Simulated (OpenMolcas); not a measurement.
**Single-point calculation, with input and output: CH4FSi (part 2 of 4)**

The same run, continued: CH4FSi, multiplicity 4, SMILES C[SiH]F; B3LYP/aug-cc-pVDZ, UKS (OpenMolcas 26.06). The geometry is that of the parent species in another charge or spin state. The geometry comes from this level: PBE0-D4/def2-TZVP.

Geometry of the input (Å):
```
C  -0.6535  0.3895  -0.2980
Si 0.9174  -0.5941  -0.1041
F  0.6407  -1.8128  0.9096
H  -1.4449  -0.2078  -0.7541
H  -0.4702  1.2609  -0.9317
H  -1.0007  0.7383  0.6796
H  2.0113  0.2260  0.4987
```

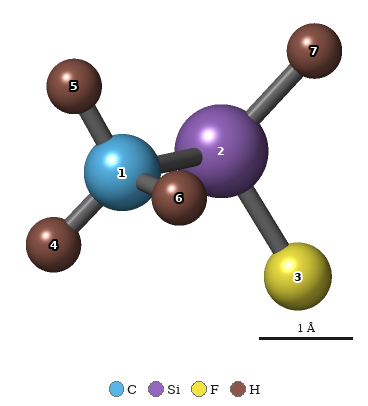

Fig. 1: The structure (ball-and-stick view, seen at a tilt; atoms are numbered from 1 in the order of the input).

### Output, continued
```
      Basis set list:
        1 C1     1s                 23 C1     3d2+               45 SI2    3d0                67 F3     3d1-               89 H5     2py
        2 C1     1s                 24 SI2    1s                 46 SI2    3d0                68 F3     3d0                90 H5     2pz
        3 C1     1s                 25 SI2    1s                 47 SI2    3d1+               69 F3     3d0                91 H5     2pz
        4 C1     1s                 26 SI2    1s                 48 SI2    3d1+               70 F3     3d1+               92 H6     1s
        5 C1     2px                27 SI2    1s                 49 SI2    3d2+               71 F3     3d1+               93 H6     1s
        6 C1     2px                28 SI2    1s                 50 SI2    3d2+               72 F3     3d2+               94 H6     1s
        7 C1     2px                29 SI2    2px                51 F3     1s                 73 F3     3d2+               95 H6     2px
        8 C1     2py                30 SI2    2px                52 F3     1s                 74 H4     1s                 96 H6     2px
        9 C1     2py                31 SI2    2px                53 F3     1s                 75 H4     1s                 97 H6     2py
       10 C1     2py                32 SI2    2px                54 F3     1s                 76 H4     1s                 98 H6     2py
       11 C1     2pz                33 SI2    2py                55 F3     2px                77 H4     2px                99 H6     2pz
       12 C1     2pz                34 SI2    2py                56 F3     2px                78 H4     2px               100 H6     2pz
       13 C1     2pz                35 SI2    2py                57 F3     2px                79 H4     2py               101 H7     1s
       14 C1     3d2-               36 SI2    2py                58 F3     2py                80 H4     2py               102 H7     1s
       15 C1     3d2-               37 SI2    2pz                59 F3     2py                81 H4     2pz               103 H7     1s
       16 C1     3d1-               38 SI2    2pz                60 F3     2py                82 H4     2pz               104 H7     2px
       17 C1     3d1-               39 SI2    2pz                61 F3     2pz                83 H5     1s                105 H7     2px
       18 C1     3d0                40 SI2    2pz                62 F3     2pz                84 H5     1s                106 H7     2py
       19 C1     3d0                41 SI2    3d2-               63 F3     2pz                85 H5     1s                107 H7     2py
       20 C1     3d1+               42 SI2    3d2-               64 F3     3d2-               86 H5     2px               108 H7     2pz
       21 C1     3d1+               43 SI2    3d1-               65 F3     3d2-               87 H5     2px               109 H7     2pz
       22 C1     3d2+               44 SI2    3d1-               66 F3     3d1-               88 H5     2py

  Index Energy  Occupation Coefficients ...

    1  -66.2264    1.0000         24 SI2    1s     ( 1.000),

    2  -24.7342    1.0000         51 F3     1s     ( 1.003),

    3  -10.2688    1.0000          1 C1     1s     ( 1.009),

    4   -5.3644    1.0000         25 SI2    1s     ( 1.019),

    5   -3.7253    1.0000         29 SI2    2px    (-0.970),

    6   -3.7242    1.0000         37 SI2    2pz    (-0.885),

    7   -3.7219    1.0000         33 SI2    2py    ( 0.911),

    8   -1.2250    1.0000         52 F3     1s     ( 0.940),

    9   -0.7913    1.0000          2 C1     1s     ( 0.793),

   10   -0.5943    1.0000         26 SI2    1s     ( 0.740),    58 F3     2py    ( 0.398),   101 H7     1s     ( 0.409),

   11   -0.5108    1.0000          8 C1     2py    ( 0.266),    30 SI2    2px    ( 0.279),    34 SI2    2py    ( 0.370),    58 F3     2py    (-0.285),
                                  61 F3     2pz    ( 0.528),    74 H4     1s     (-0.282),   101 H7     1s     ( 0.421),

   12   -0.4895    1.0000         11 C1     2pz    ( 0.519),    55 F3     2px    (-0.499),    83 H5     1s     (-0.317),    92 H6     1s     ( 0.398),

   13   -0.4856    1.0000          5 C1     2px    ( 0.278),     8 C1     2py    (-0.274),    11 C1     2pz    (-0.305),    55 F3     2px    (-0.545),
                                  58 F3     2py    (-0.323),    92 H6     1s     (-0.439),

   14   -0.4722    1.0000          5 C1     2px    ( 0.327),     8 C1     2py    ( 0.463),    61 F3     2pz    (-0.473),    74 H4     1s     (-0.513),
                                  83 H5     1s     ( 0.391),

   15   -0.4591    1.0000         58 F3     2py    (-0.664),    61 F3     2pz    (-0.355),    83 H5     1s     (-0.356),

   16   -0.4206    1.0000          5 C1     2px    ( 0.460),     8 C1     2py    (-0.281),    30 SI2    2px    (-0.474),    55 F3     2px    ( 0.498),
                                 101 H7     1s     (-0.512),

   17   -0.2417    1.0000         26 SI2    1s     ( 0.458),    34 SI2    2py    (-0.388),    38 SI2    2pz    (-0.726),

   18   -0.0746    1.0000         34 SI2    2py    (-0.571),    36 SI2    2py    (-0.383),    38 SI2    2pz    ( 0.355),

   19   -0.0313    0.0000          4 C1     1s     (-1.144),    85 H5     1s     ( 0.682),    94 H6     1s     ( 0.696),

   20   -0.0047    0.0000         28 SI2    1s     (-2.300),    85 H5     1s     ( 1.605),   103 H7     1s     ( 1.643),

   21    0.0076    0.0000         76 H4     1s     (-2.046),    85 H5     1s     (-1.448),    94 H6     1s     ( 2.552),

   22    0.0161    0.0000         28 SI2    1s     (-2.225),    76 H4     1s     ( 1.615),    85 H5     1s     (-3.228),   103 H7     1s     ( 2.253),

   23    0.0206    0.0000         32 SI2    2px    ( 2.307),    76 H4     1s     ( 2.181),    94 H6     1s     ( 1.764),   103 H7     1s     (-2.168),

   24    0.0378    0.0000          4 C1     1s     (-1.691),    28 SI2    1s     ( 1.542),    36 SI2    2py    ( 1.287),    54 F3     1s     ( 1.015),
                                  76 H4     1s     ( 1.927),    85 H5     1s     (-1.551),

   25    0.0417    0.0000         76 H4     1s     ( 2.324),    94 H6     1s     (-3.257),

   26    0.0548    0.0000         28 SI2    1s     ( 3.688),    36 SI2    2py    ( 2.045),    85 H5     1s     (-2.372),   103 H7     1s     (-2.209),

   27    0.0597    0.0000          4 C1     1s     (-2.755),    28 SI2    1s     ( 2.676),

   28    0.0691    0.0000         13 C1     2pz    ( 1.863),    28 SI2    1s     (-2.114),    32 SI2    2px    (-1.876),    94 H6     1s     (-2.059),
                                 103 H7     1s     ( 3.566),

   29    0.0796    0.0000          4 C1     1s     (-3.982),    94 H6     1s     ( 2.647),

   30    0.0920    0.0000         28 SI2    1s     (-3.350),    76 H4     1s     (-4.928),   103 H7     1s     ( 4.933),

   31    0.0984    0.0000         28 SI2    1s     (-6.984),    32 SI2    2px    ( 3.783),    76 H4     1s     ( 3.855),    85 H5     1s     ( 5.381),

   32    0.1091    0.0000          4 C1     1s     (-5.096),    28 SI2    1s     ( 5.381),    76 H4     1s     ( 5.246),    85 H5     1s     (-3.742),
                                 103 H7     1s     (-4.544),

   33    0.1113    0.0000         28 SI2    1s     (-3.542),    76 H4     1s     (-3.728),    94 H6     1s     ( 6.026),

   34    0.1148    0.0000          4 C1     1s     ( 5.610),    28 SI2    1s     (-11.17),

   35    0.1568    0.0000         27 SI2    1s     (-3.698),    35 SI2    2py    ( 2.586),    54 F3     1s     ( 4.356),    85 H5     1s     ( 2.479),

   36    0.1770    0.0000          4 C1     1s     (-1.547),    27 SI2    1s     (-2.230),    28 SI2    1s     ( 1.444),    39 SI2    2pz    (-1.370),
                                  54 F3     1s     ( 2.084),

   37    0.1903    0.0000          4 C1     1s     ( 1.328),    84 H5     1s     (-2.369),

   38    0.2140    0.0000          4 C1     1s     (-4.396),    28 SI2    1s     ( 5.769),

   39    0.2284    0.0000          4 C1     1s     (-1.168),    31 SI2    2px    (-0.926),    32 SI2    2px    (-1.318),    35 SI2    2py    ( 1.129),
                                  46 SI2    3d0    (-1.382),    54 F3     1s     ( 1.150),    57 F3     2px    ( 1.362),    60 F3     2py    ( 1.542),
                                  63 F3     2pz    ( 1.007),    76 H4     1s     (-1.675),    94 H6     1s     ( 0.841),   103 H7     1s     ( 1.368),

   40    0.2425    0.0000         27 SI2    1s     ( 3.050),    28 SI2    1s     (-3.538),    93 H6     1s     (-2.240),

   41    0.2500    0.0000          4 C1     1s     (-4.135),    75 H4     1s     ( 2.355),

   42    0.2540    0.0000         27 SI2    1s     (-3.819),    31 SI2    2px    (-3.842),   102 H7     1s     ( 5.081),

   43    0.2742    0.0000          4 C1     1s     (-6.736),    28 SI2    1s     ( 4.970),    84 H5     1s     ( 3.396),

   44    0.2907    0.0000          4 C1     1s     (-7.196),    28 SI2    1s     ( 5.957),    75 H4     1s     ( 4.768),

   45    0.2961    0.0000          4 C1     1s     (-4.906),    10 C1     2py    ( 2.557),    13 C1     2pz    (-2.804),    28 SI2    1s     ( 2.616),
                                  84 H5     1s     (-3.563),    85 H5     1s     (-2.698),    93 H6     1s     ( 4.052),

   46    0.3046    0.0000          9 C1     2py    (-2.111),    10 C1     2py    (-3.336),    27 SI2    1s     ( 3.337),    28 SI2    1s     (-3.097),
                                  31 SI2    2px    ( 3.498),    39 SI2    2pz    ( 2.009),    75 H4     1s     (-3.257),    84 H5     1s     ( 2.643),
                                  93 H6     1s     ( 3.832),    94 H6     1s     ( 3.445),   102 H7     1s     (-3.903),

   47    0.3296    0.0000          7 C1     2px    ( 2.439),    44 SI2    3d1-   ( 2.140),    54 F3     1s     ( 2.736),    75 H4     1s     ( 2.279),
                                  76 H4     1s     ( 3.139),    85 H5     1s     (-1.812),   102 H7     1s     (-3.243),   103 H7     1s     (-2.129),

   48    0.3485    0.0000         75 H4     1s     (-3.118),    93 H6     1s     ( 3.432),

   49    0.3560    0.0000         13 C1     2pz    ( 2.294),    28 SI2    1s     (-1.434),    39 SI2    2pz    (-1.746),    84 H5     1s     ( 2.684),
                                  85 H5     1s     ( 2.045),    94 H6     1s     (-2.194),

   50    0.3743    0.0000          3 C1     1s     (-2.612),     4 C1     1s     (-2.629),    28 SI2    1s     (-3.746),    31 SI2    2px    ( 2.202),
                                  54 F3     1s     ( 3.099),    75 H4     1s     ( 3.635),    93 H6     1s     ( 2.421),

   51    0.3788    0.0000         35 SI2    2py    (-3.217),    76 H4     1s     ( 3.788),    93 H6     1s     ( 5.136),

   52    0.3929    0.0000         28 SI2    1s     (-3.753),    35 SI2    2py    ( 3.167),    54 F3     1s     ( 4.883),    75 H4     1s     ( 4.117),
                                  85 H5     1s     ( 3.100),

   53    0.4064    0.0000         28 SI2    1s     (-7.912),    84 H5     1s     ( 5.515),

   54    0.4103    0.0000          3 C1     1s     (-5.319),     4 C1     1s     (-3.715),    75 H4     1s     ( 3.397),

   55    0.4190    0.0000          3 C1     1s     (-4.813),     4 C1     1s     (-5.867),    28 SI2    1s     ( 4.900),    93 H6     1s     ( 3.479),

   56    0.4569    0.0000         39 SI2    2pz    ( 2.783),    46 SI2    3d0    ( 1.945),    63 F3     2pz    (-1.546),    75 H4     1s     ( 1.672),
                                  93 H6     1s     (-2.623),

--

      All orbitals with orbital energies smaller than  E(LUMO)+0.5 are printed

++    Molecular orbitals:
      -------------------

      Title: UKS-DFT orbitals (beta)

      Molecular orbitals for symmetry species 1: a

      Basis set list:
        1 C1     1s                 23 C1     3d2+               45 SI2    3d0                67 F3     3d1-               89 H5     2py
        2 C1     1s                 24 SI2    1s                 46 SI2    3d0                68 F3     3d0                90 H5     2pz
        3 C1     1s                 25 SI2    1s                 47 SI2    3d1+               69 F3     3d0                91 H5     2pz
        4 C1     1s                 26 SI2    1s                 48 SI2    3d1+               70 F3     3d1+               92 H6     1s
        5 C1     2px                27 SI2    1s                 49 SI2    3d2+               71 F3     3d1+               93 H6     1s
        6 C1     2px                28 SI2    1s                 50 SI2    3d2+               72 F3     3d2+               94 H6     1s
        7 C1     2px                29 SI2    2px                51 F3     1s                 73 F3     3d2+               95 H6     2px
        8 C1     2py                30 SI2    2px                52 F3     1s                 74 H4     1s                 96 H6     2px
        9 C1     2py                31 SI2    2px                53 F3     1s                 75 H4     1s                 97 H6     2py
       10 C1     2py                32 SI2    2px                54 F3     1s                 76 H4     1s                 98 H6     2py
       11 C1     2pz                33 SI2    2py                55 F3     2px                77 H4     2px                99 H6     2pz
       12 C1     2pz                34 SI2    2py                56 F3     2px                78 H4     2px               100 H6     2pz
       13 C1     2pz                35 SI2    2py                57 F3     2px                79 H4     2py               101 H7     1s
       14 C1     3d2-               36 SI2    2py                58 F3     2py                80 H4     2py               102 H7     1s
       15 C1     3d2-               37 SI2    2pz                59 F3     2py                81 H4     2pz               103 H7     1s
       16 C1     3d1-               38 SI2    2pz                60 F3     2py                82 H4     2pz               104 H7     2px
       17 C1     3d1-               39 SI2    2pz                61 F3     2pz                83 H5     1s                105 H7     2px
       18 C1     3d0                40 SI2    2pz                62 F3     2pz                84 H5     1s                106 H7     2py
       19 C1     3d0                41 SI2    3d2-               63 F3     2pz                85 H5     1s                107 H7     2py
       20 C1     3d1+               42 SI2    3d2-               64 F3     3d2-               86 H5     2px               108 H7     2pz
       21 C1     3d1+               43 SI2    3d1-               65 F3     3d2-               87 H5     2px               109 H7     2pz
       22 C1     3d2+               44 SI2    3d1-               66 F3     3d1-               88 H5     2py

  Index Energy  Occupation Coefficients ...

    1  -66.2213    1.0000         24 SI2    1s     ( 1.000),

    2  -24.7246    1.0000         51 F3     1s     ( 1.003),

    3  -10.2614    1.0000          1 C1     1s     ( 1.009),

    4   -5.3581    1.0000         25 SI2    1s     ( 1.019),

    5   -3.7183    1.0000         29 SI2    2px    (-0.948),

    6   -3.7155    1.0000         33 SI2    2py    ( 0.991),

    7   -3.7138    1.0000         37 SI2    2pz    (-0.938),

    8   -1.2026    1.0000         52 F3     1s     ( 0.925),

    9   -0.7627    1.0000          2 C1     1s     ( 0.776),

   10   -0.5553    1.0000         26 SI2    1s     ( 0.657),    58 F3     2py    ( 0.556),    61 F3     2pz    (-0.386),

   11   -0.4809    1.0000          5 C1     2px    (-0.288),     8 C1     2py    (-0.447),    61 F3     2pz    (-0.313),    74 H4     1s     ( 0.559),
                                  92 H6     1s     (-0.288),

   12   -0.4735    1.0000         11 C1     2pz    ( 0.566),    83 H5     1s     (-0.492),    92 H6     1s     ( 0.502),

   13   -0.4510    1.0000         61 F3     2pz    (-0.700),

   14   -0.4429    1.0000         55 F3     2px    ( 0.767),

   15   -0.4307    1.0000          8 C1     2py    ( 0.332),    26 SI2    1s     (-0.414),    34 SI2    2py    (-0.331),    58 F3     2py    ( 0.623),
                                  83 H5     1s     ( 0.337),   101 H7     1s     (-0.342),

   16   -0.3003    0.0000          5 C1     2px    (-0.452),    30 SI2    2px    ( 0.575),    55 F3     2px    (-0.353),   101 H7     1s     ( 0.530),

   17   -0.1043    0.0000         26 SI2    1s     (-0.407),    28 SI2    1s     (-0.361),    34 SI2    2py    ( 0.375),    38 SI2    2pz    ( 0.641),

   18   -0.0268    0.0000          4 C1     1s     (-1.204),    28 SI2    1s     (-0.705),    76 H4     1s     ( 0.672),    85 H5     1s     ( 0.706),
                                  94 H6     1s     ( 0.841),

   19   -0.0054    0.0000         28 SI2    1s     (-0.396),    36 SI2    2py    (-0.788),    40 SI2    2pz    ( 0.433),    85 H5     1s     (-0.729),
                                  94 H6     1s     ( 0.730),   103 H7     1s     ( 0.452),

   20    0.0029    0.0000         28 SI2    1s     (-2.525),    76 H4     1s     (-1.960),    85 H5     1s     ( 1.576),   103 H7     1s     ( 1.831),

   21    0.0106    0.0000         28 SI2    1s     (-2.074),    76 H4     1s     ( 1.921),    85 H5     1s     ( 1.667),    94 H6     1s     (-2.655),

   22    0.0221    0.0000         28 SI2    1s     (-1.995),    76 H4     1s     ( 1.992),    85 H5     1s     (-3.768),   103 H7     1s     ( 1.890),

   23    0.0342    0.0000         32 SI2    2px    ( 2.917),    76 H4     1s     ( 2.746),   103 H7     1s     (-2.964),

   24    0.0469    0.0000         28 SI2    1s     (-3.327),    36 SI2    2py    (-1.735),    76 H4     1s     (-2.049),    94 H6     1s     ( 3.164),

   25    0.0667    0.0000         32 SI2    2px    ( 2.256),    54 F3     1s     (-1.995),   103 H7     1s     (-3.790),

   26    0.0682    0.0000         28 SI2    1s     ( 4.188),

   27    0.0713    0.0000          4 C1     1s     ( 2.422),    85 H5     1s     (-2.977),

   28    0.0788    0.0000         13 C1     2pz    ( 2.869),    94 H6     1s     (-4.239),

   29    0.0908    0.0000          4 C1     1s     ( 5.498),    76 H4     1s     (-4.023),

   30    0.0993    0.0000         76 H4     1s     (-6.208),   103 H7     1s     ( 5.344),

   31    0.1094    0.0000         28 SI2    1s     (-8.833),    85 H5     1s     ( 6.600),

   32    0.1179    0.0000         28 SI2    1s     (-4.867),    76 H4     1s     (-2.870),    94 H6     1s     ( 5.474),

   33    0.1228    0.0000         28 SI2    1s     (-9.548),

   34    0.1290    0.0000          4 C1     1s     (-4.668),    28 SI2    1s     ( 6.038),   103 H7     1s     (-5.581),

   35    0.1677    0.0000         27 SI2    1s     ( 4.255),    35 SI2    2py    (-3.121),    54 F3     1s     (-4.929),

   36    0.1951    0.0000          4 C1     1s     (-0.891),    27 SI2    1s     (-1.695),    28 SI2    1s     ( 1.182),    39 SI2    2pz    (-1.039),
                                  93 H6     1s     ( 1.591),

--

++    Molecular charges:
      ------------------

      Mulliken charges per centre and basis function type
      ---------------------------------------------------
```
